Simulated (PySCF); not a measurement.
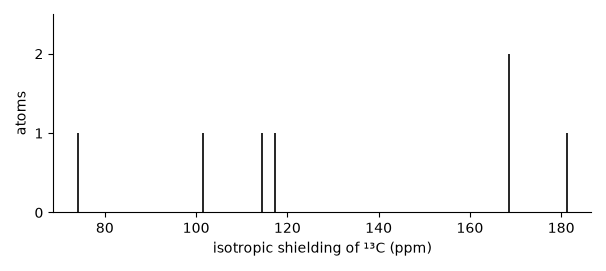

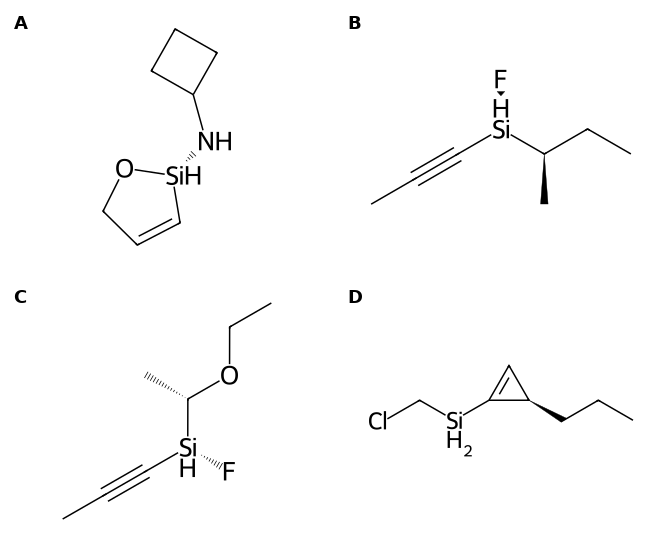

The sticks are computed shieldings of one of the molecules, for one fixed geometry (GFN2-xTB) without averaging over rotations. Low shielding means a high chemical shift. Method: GIAO PBE0/pcSseg-1 NMR shielding, non-relativistic, gas phase (PySCF 2.14.0).

> Which molecule gives this pattern?

C, `CC#C[Si@@H](F)[C@H](C)OCC`. Its 7 C atoms give lines at 74.0, 101.5, 114.4, 117.2, 168.5 (2 atoms), 181.2 ppm.

The geometry is semi-empirical. Around Si such bond lengths and angles can be off by a tenth of an ångström or more and by several degrees, and values that hang on the shape move with them.
